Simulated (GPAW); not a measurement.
# rock-salt (TiC)₁₋ₓ(ZrC)ₓ at x = 0.875: the C K absorption edge

What does the C K edge look like in rock-salt (TiC)₁₋ₓ(ZrC)ₓ at x = 0.875?

Main program and level: GPAW 26.7.0; X-ray absorption from dipole matrix elements to empty bands, plane-wave PAW PBE.

### 1. Starting point

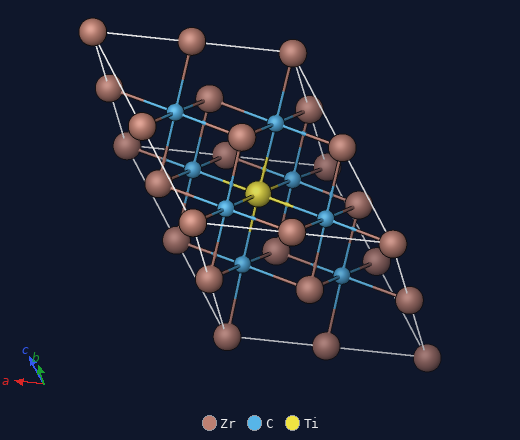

The starting structure, seen from a free direction (zirconium pink, carbon blue, titanium yellow). Bonds to atoms that aren't drawn are left out. Some periodic images of atoms are drawn too.

The cell holds 16 atoms: 7 Zr, 8 C and 1 Ti. Its edges and angles: a = 6.581 Å, b = 6.581 Å, c = 6.581 Å, α = 60.0°, β = 60.0°, γ = 60.0°. 16-atom rock-salt cell, 7 of 8 Ti sites taken by Zr at random, lattice constants typed for the ends and interpolated (Vegard).

Coordinates:

```cif
data_structure
_symmetry_space_group_name_H-M 'P 1'
_symmetry_Int_Tables_number 1
_cell_length_a 6.5810
_cell_length_b 6.5810
_cell_length_c 6.5810
_cell_angle_alpha 60.000
_cell_angle_beta 60.000
_cell_angle_gamma 60.000
_cell_volume 201.54
loop_
_atom_site_label
_atom_site_type_symbol
_atom_site_fract_x
_atom_site_fract_y
_atom_site_fract_z
_atom_site_occupancy
Zr1 Zr 0.99725 0.00076 0.99576 1
C2 C 0.74907 0.25209 0.25214 1
Zr3 Zr 0.99764 0.00030 0.50114 1
C4 C 0.74885 0.25297 0.74840 1
Zr5 Zr 0.99838 0.49849 0.00086 1
C6 C 0.74850 0.74861 0.24913 1
Zr7 Zr 0.00178 0.49909 0.49943 1
C8 C 0.74995 0.75239 0.75098 1
Zr9 Zr 0.49921 0.00103 0.00212 1
C10 C 0.25311 0.24632 0.25237 1
Zr11 Zr 0.50019 0.99914 0.50028 1
C12 C 0.24851 0.25210 0.75227 1
Zr13 Zr 0.49636 0.49870 0.00159 1
C14 C 0.24892 0.75377 0.24829 1
Ti15 Ti 0.50322 0.49760 0.50238 1
C16 C 0.24887 0.74882 0.75032 1
```

### 2. Relaxation

Bond lengths around the absorber set the edge shape, so the atoms are relaxed before any spectrum.

relax.py

```python
import numpy as np
from ase import Atoms
from ase.parallel import parprint, paropen
from gpaw import GPAW, PW, FermiDirac, Mixer, MixerDif, setup_paths
from ase.optimize import BFGS

atoms = Atoms('ZrCZrCZrCZrCZrCZrCZrCTiC',
    cell=[[0, 4.6535, 4.6535],
     [4.6535, 0, 4.6535],
     [4.6535, 4.6535, 0]],
    scaled_positions=[[0.997249, 0.000759, 0.995757],
     [0.749073, 0.252089, 0.252143],
     [0.997644, 0.000299, 0.501142],
     [0.748854, 0.252974, 0.748396],
     [0.998378, 0.498489, 0.000863],
     [0.748496, 0.748613, 0.249131],
     [0.001778, 0.499093, 0.499425],
     [0.749954, 0.752387, 0.750983],
     [0.499207, 0.00103, 0.002119],
     [0.253115, 0.246322, 0.252369],
     [0.500188, 0.999139, 0.500279],
     [0.248506, 0.252098, 0.752273],
     [0.496363, 0.498704, 0.001587],
     [0.248916, 0.753768, 0.248294],
     [0.503224, 0.497598, 0.502378],
     [0.248865, 0.748825, 0.750318]],
    pbc=True)
atoms.calc = GPAW(legacy_gpaw=True, mode=PW(500, force_complex_dtype=True), xc='PBE', setups={},
    kpts={'size': (4, 4, 4), 'gamma': True}, occupations=FermiDirac(0.08),
    charge=0, mixer=Mixer(0.1, 5, 50), maxiter=150,
    convergence={'density': 0.0001, 'eigenstates': 1e-6}, txt='relax.txt')
steps = []
opt = BFGS(atoms, logfile='-')
opt.attach(lambda: steps.append([atoms.get_potential_energy(), float(np.linalg.norm(atoms.get_forces(), axis=1).max())]))
done = opt.run(fmax=0.05, steps=30)
out = dict(done=bool(done), steps=steps, frac=atoms.get_scaled_positions().tolist())
import json
with paropen('out.json', 'w') as f:
    json.dump(out, f)
```

On the command line:

```bash
$ OMP_NUM_THREADS=1 mpirun -n 4 gpaw python relax.py
```

Numbers of over 12 decimals in the logs are rounded to 6 here.

Output:

```text
Input parameters:
  convergence: {density: 0.0001,
                eigenstates: 1e-06}
  kpts: {gamma: True,
         size: (4, 4, 4)}
  maxiter: 150
  mixer: {backend: pulay,
          beta: 0.1,
          method: separate,
          nmaxold: 5,
          weight: 50}
  mode: {ecut: 500.0,
         force_complex_dtype: True,
         name: pw}
  occupations: {fixmagmom: False,
                name: fermi-dirac,
[...]
15 C     0.00505    0.00053    0.00064
Step     Time          Energy          fmax
BFGS:    0 02:02:18     -145.539539        0.707090
BFGS:    1 02:02:59     -145.585294        0.534199
BFGS:    2 02:03:48     -145.636958        0.180391
BFGS:    3 02:04:22     -145.640735        0.157535
BFGS:    4 02:04:56     -145.642795        0.066836
BFGS:    5 02:05:26     -145.643279        0.064063
BFGS:    6 02:05:51     -145.643616        0.050381
BFGS:    7 02:06:22     -145.643992        0.026280
[key lines of the parts left out:]
Converged after 6 iterations.
Dipole moment: (-0.389346, 0.096981, 0.292460) |e|*Ang
Free energy:   -145.643992
Fermi level: 10.42780
```

It took 5.8 min on 4 MPI ranks of INTEL XEON PLATINUM 8581C at 2.30GHz (Emerald Rapids), shared host; peak memory 0.44 GiB; 23 min of CPU time.

In 7 steps the energy fell by 105 meV (energies extrapolated to zero smearing) and the largest force to 0.026 eV/Å. Atom 14 (C; the text counts from 1, the script from 0) is among those that moved most, by 0.05 Å.

### 3. Ground state of the crystal

The ground state comes first: it tells whether the system has a gap, which decides how the excited electron is treated.

scf.py

```python
import numpy as np
from ase import Atoms
from ase.parallel import parprint, paropen
from gpaw import GPAW, PW, FermiDirac, Mixer, MixerDif, setup_paths
from gpaw.test import gen
setup_paths.insert(0, '.')
gen('C', name='nch1s', xcname='PBE', corehole=(1, 0, 0), write_xml=True)
from gpaw.mpi import world
world.barrier()

atoms = Atoms('ZrCZrCZrCZrCZrCZrCZrCTiC',
    cell=[[0, 4.6535, 4.6535],
     [4.6535, 0, 4.6535],
     [4.6535, 4.6535, 0]],
    scaled_positions=[[0.9992792, 0.0001749, 0.0004709],
     [0.744978, 0.2545747, 0.2549752],
     [0.9993827, 0.0001056, 0.5004815],
     [0.7445851, 0.2548703, 0.7456635],
     [0.9994693, 0.5001365, 0.0004706],
     [0.7448355, 0.7455502, 0.2550724],
     [0.9993947, 0.5001315, 0.5004514],
     [0.7495101, 0.75, 0.750581],
     [0.4993762, 0.0001521, 0.0004193],
     [0.2493953, 0.250104, 0.2504492],
     [0.499318, 0.0001792, 0.5004688],
     [0.2538135, 0.2543724, 0.7461744],
     [0.4993089, 0.500149, 0.0005021],
     [0.2534681, 0.7461339, 0.2544884],
     [0.4998393, 0.4998306, 0.5007358],
     [0.2538624, 0.7456721, 0.7460438]],
    pbc=True)
atoms.calc = calc = GPAW(legacy_gpaw=True, mode=PW(500, force_complex_dtype=True), xc='PBE', setups={1: 'nch1s'},
    kpts={'size': (4, 4, 4), 'gamma': True}, occupations=FermiDirac(0.05),
    charge=0, mixer=Mixer(0.1, 5, 50), maxiter=150,
    convergence={'density': 0.0001, 'eigenstates': 1e-6}, txt='scf.txt')
energy = atoms.get_potential_energy() + calc.get_reference_energy()
ef = calc.get_fermi_level()
out = dict(energy=energy, fermi=ef, forces=atoms.get_forces().tolist())
parprint(f'all-electron energy {energy:.4f} eV, Fermi level {ef:.4f} eV')
ev = np.array([[calc.get_eigenvalues(k, s) for k in range(len(calc.get_ibz_k_points()))] for s in range(calc.get_number_of_spins())])
out['homo'], out['lumo'], out['counts'] = ev[ev < ef].max(), ev[ev > ef].min(), sorted(set((ev < ef).sum((0, 2)).tolist()))
out['filled'] = (ev[:, 0] < ef).sum(1).tolist()
import json
with paropen('out.json', 'w') as f:
    json.dump(out, f)
```

On the command line:

```bash
$ OMP_NUM_THREADS=1 mpirun -n 4 gpaw python scf.py
```

Output:

```text
Input parameters:
  convergence: {density: 0.0001,
                eigenstates: 1e-06}
  kpts: {gamma: True,
         size: (4, 4, 4)}
  maxiter: 150
  mixer: {backend: pulay,
          beta: 0.1,
          method: separate,
          nmaxold: 5,
          weight: 50}
  mode: {ecut: 500.0,
         force_complex_dtype: True,
         name: pw}
  occupations: {fixmagmom: False,
                name: fermi-dirac,
                width: 0.05}
  setups: {1: nch1s}
  xc: PBE

Initialize ...

[... PAW data sets ...]

Reference energy: -716700.037925  # eV

Spin-paired calculation

[... convergence settings ...]
Symmetries present (total): 1
  [... symmetry matrices ...]

64 k-points: 4 x 4 x 4 Monkhorst-Pack grid + [1/8,1/8,1/8]
36 k-points in the irreducible part of the Brillouin zone
       k-points in crystal coordinates                weights
   0:     0.00000000    0.00000000    0.00000000          1/64
   1:     0.00000000    0.00000000    0.25000000          2/64
   2:     0.00000000    0.00000000    0.50000000          1/64
   3:     0.00000000    0.25000000   -0.25000000          2/64
   4:     0.00000000    0.25000000    0.00000000          2/64
   5:     0.00000000    0.25000000    0.25000000          2/64
   6:     0.00000000    0.25000000    0.50000000          2/64
   7:     0.00000000    0.50000000    0.00000000          1/64
   8:     0.00000000    0.50000000    0.25000000          2/64
   9:     0.00000000    0.50000000    0.50000000          1/64
          ...
  35:     0.50000000    0.50000000    0.50000000          1/64

Wave functions: Plane wave expansion
  Cutoff energy: 500.000 eV
  Number of coefficients (min, max): 5029, 5124
  Pulay-stress correction: 0.000000 eV/Ang^3 (de/decut=0.000000)
  Using FFTW library
  Wavefunction extrapolation:
    Improved wavefunction reuse through dual PAW basis

Occupation numbers: Fermi-Dirac:
  width: 0.0500  # eV

Eigensolver
   Davidson(niter=2)

Densities:
  Coarse grid: 35*35*35 grid
  Fine grid: 70*70*70 grid
  Total Charge: 0.000000

Density mixing:
  Method: separate
  Backend: pulay
  Linear mixing parameter: 0.1
  old densities: 5
  Width of damping distribution: 1.1
  Damping of long wavelength oscillations: 50

[... Hamiltonian set-up ...]
Number of atoms: 16
Number of atomic orbitals: 136
Number of bands in calculation: 81
Number of valence electrons: 128
Bands to converge: occupied

... initialized

Initializing position-dependent things.

Density initialized from atomic densities
Creating initial wave functions:
  81 bands from LCAO basis set

                     Zr    C
              Zr    C

               Zr    C
        Zr    C     Ti   C
             Zr    C

              Zr    C
       Zr    C

Atomic positions and initial magnetic moments

Positions:
   0 Zr     0.003005    4.652337    4.650960    ( 0.0000,  0.0000,  0.0000)
   1 C      2.371190    4.653282    4.651418    ( 0.0000,  0.0000,  0.0000)
   2 Zr     2.329482    6.979618    4.651119    ( 0.0000,  0.0000,  0.0000)
   3 C      4.655984    6.934872    4.650966    ( 0.0000,  0.0000,  0.0000)
   4 Zr     2.329575    4.653220    6.978416    ( 0.0000,  0.0000,  0.0000)
   5 C      4.656397    4.653071    6.935510    ( 0.0000,  0.0000,  0.0000)
   6 Zr     4.656213    6.979534    6.978045    ( 0.0000,  0.0000,  0.0000)
[...]
13 C      4.656396    2.363776    4.651648    ( 0.0000,  0.0000,  0.0000)
  14 Ti     4.656136    4.656176    4.651964    ( 0.0000,  0.0000,  0.0000)
  15 C      6.941700    4.653064    4.651334    ( 0.0000,  0.0000,  0.0000)

Unit cell:
           periodic     x           y           z      points  spacing
  1. axis:    yes    0.000000    4.653500    4.653500    35     0.1535
  2. axis:    yes    4.653500    0.000000    4.653500    35     0.1535
  3. axis:    yes    4.653500    4.653500    0.000000    35     0.1535

  Lengths:   6.581043   6.581043   6.581043
  Angles:   60.000000  60.000000  60.000000

Effective grid spacing dv^(1/3) = 0.1675

iter:   1  -160.638203
iter:   2  -151.267020   -0.45  -0.86
iter:   3  -145.704697   +0.05  -1.01
iter:   4  -145.663059   -1.09  -1.49
iter:   5  -145.573636   -2.11  -1.51
iter:   6  -146.399398   -1.16  -1.52
iter:   7  -145.659980   -1.60  -1.63
iter:   8  -145.620369   -1.69  -2.14
iter:   9  -145.622202c  -2.97  -2.65
iter:  10  -145.618330c  -2.79  -2.63
iter:  11  -145.616097c  -3.86  -2.88
iter:  12  -145.616449c  -3.68  -3.19
iter:  13  -145.615847c  -4.71  -3.19
iter:  14  -145.615832c  -5.14  -3.60
iter:  15  -145.615877c  -5.63  -3.66
iter:  16  -145.615837c  -5.47  -3.72
iter:  17  -145.615841c  -6.10c -4.12c

Converged after 17 iterations.

Dipole moment: (-0.389386, 0.096814, 0.292332) |e|*Ang

Energy contributions relative to reference atoms: (reference = -716700.037925)

Kinetic:       +116.924165
Potential:     -130.950621
External:        +0.000000
XC:            -133.860391
Entropy (-ST):   -0.023365
Local:           +2.282689
SIC:             +0.000000
--------------------------
Free energy:   -145.627524
Extrapolated:  -145.615841

Showing only first 2 kpts
 Kpt  Band  Eigenvalues  Occupancy
  0    62     10.62410    0.02867
  0    63     10.62420    0.02862
  0    64     11.45543    0.00000
  0    65     11.45563    0.00000

  1    62     10.09129    1.99677
  1    63     10.09133    1.99676
  1    64     10.80148    0.00084
  1    65     10.88046    0.00017

Fermi level: 10.41257

No gap
No difference between direct/indirect transitions

Forces in eV/Ang:
  0 Zr   -0.00009    0.00922    0.00402
  1 C    -0.01294   -0.00641   -0.00361
  2 Zr   -0.01360   -0.00288   -0.00091
  3 C     0.00480    0.03191    0.00433
  4 Zr   -0.00418   -0.01000   -0.00964
  5 C    -0.00020   -0.00142    0.01895
  6 Zr    0.00515    0.00234    0.00988
[...]
13 C    -0.00209    0.01194   -0.00740
 14 Ti   -0.00092   -0.03025   -0.00463
 15 C     0.01187   -0.00204   -0.00050
Scalar-relativistic atomic PBE calculation for C (Carbon, Z=6)
Core hole in 1s state (1s occupation: 2.0)
300 radial gridpoints.
|------------------------------------------------|
|------------------------------------------------|
[... the atom generator's iteration count ...]

Energy contributions:
-------------------------
Kinetic:      +37.662629
XC:            -5.078007
Potential:    -70.349262
-------------------------
Total:        -37.764640

state      eigenvalue         ekin         rmax
-----------------------------------------------
1s^2.0 :   -10.046298    15.958807        0.174
2s^2.0 :    -0.505334     1.651367        1.213
2p^2.0 :    -0.194204     1.221141        1.203
-----------------------------------------------
(units: Bohr and Hartree)

Generating PAW setup
Kinetic energy of the core from tauc = 31.932223
Cutoffs:
rc(s)=1.200
rc(p)=1.200
rc(d)=1.200
rc(vbar)=1.080
rc(comp)=1.200
rc(nct)=1.200

Kinetic energy of the core states: 31.917614
Charge: 0.0
Core electrons: 2.0
Valence electrons: 4.0
Pseudo-core charge: 0.031265
Shape function alpha=6.944
Pseudo-electron charge 4.035260
state    eigenvalue         norm
--------------------------------
2s(2) :    -0.505334     1.046026
*s    :     0.494666
2p(2) :    -0.194204     0.955972
*p    :     0.805796
*d    :     0.000000
--------------------------------

Diagonalizing with gridspacing h=0.050

state   all-electron     PAW
-------------------------------
2s:      -0.505334    -0.505970
2p:      -0.194204    -0.194948
*d:                    0.044948
*f:                    0.074429
-------------------------------
all-electron energy -716845.6538 eV, Fermi level 10.4126 eV
```

Wall time 1.7 min (4 MPI ranks); peak memory 0.44 GiB; 6.9 min of CPU time.

The mesh shows no gap, so the system is treated as a metal and the core electron is put at the Fermi level (neutral cell).

### 4. Reference energy of the cell

The photon energy needs a difference of total energies, so the cell and mesh of the coming hole run are first run without a hole.

scf.py: that of step 3 with these lines changed.

```diff
@@ -32,3 +32,3 @@
 atoms.calc = calc = GPAW(legacy_gpaw=True, mode=PW(500, force_complex_dtype=True), xc='PBE', setups={1: 'nch1s'},
-    kpts={'size': (4, 4, 4), 'gamma': True}, occupations=FermiDirac(0.05),
+    kpts={'size': (4, 4, 4), 'gamma': True}, occupations=FermiDirac(0.1),
     charge=0, mixer=Mixer(0.1, 5, 50), maxiter=150,
```

Output:

```text
Input parameters:
  convergence: {density: 0.0001,
                eigenstates: 1e-06}
  kpts: {gamma: True,
         size: (4, 4, 4)}
  maxiter: 150
  mixer: {backend: pulay,
          beta: 0.1,
          method: separate,
          nmaxold: 5,
          weight: 50}
  mode: {ecut: 500.0,
         force_complex_dtype: True,
         name: pw}
  occupations: {fixmagmom: False,
                name: fermi-dirac,
[...]
2s(2) :    -0.505334     1.046026
*s    :     0.494666
2p(2) :    -0.194204     0.955972
*p    :     0.805796
*d    :     0.000000
--------------------------------

Diagonalizing with gridspacing h=0.050

state   all-electron     PAW
-------------------------------
2s:      -0.505334    -0.505970
2p:      -0.194204    -0.194948
*d:                    0.044948
*f:                    0.074429
-------------------------------
all-electron energy -716845.6558 eV, Fermi level 10.4374 eV
[key lines of the parts left out:]
Converged after 19 iterations.
Dipole moment: (-0.389361, 0.096842, 0.292332) |e|*Ang
Free energy:   -145.658390
Fermi level: 10.43744
```

The job ended after 1.9 min (4 MPI ranks; peak memory 0.44 GiB; 7.5 min of CPU time).

Reference energy: -716845.656 eV with the cores included.

(Part 1 of 3 ends here.)

[Banner, clock and machine lines of the logs are left out without a mark of their own.]

[Logs are printed without paths, hosts, clocks, repeated set-up lines and the standing remarks that a program may print on its own settings, such as how far it seeks lower states.]

[Hosts, paths, dates, database ids (printed as entryN), source tags and the programs' standing remarks are cut or masked in the printed files.]

[Lists of maxima count a maximum above −3 eV only where it reaches 4 % of the highest in the window and stands out from its surroundings by 2 % of it (1.5 % where it reaches 55 %); shoulders and weaker maxima are passed over, and of the rest the first, up to two pre-edge ones and the few strongest are named.]
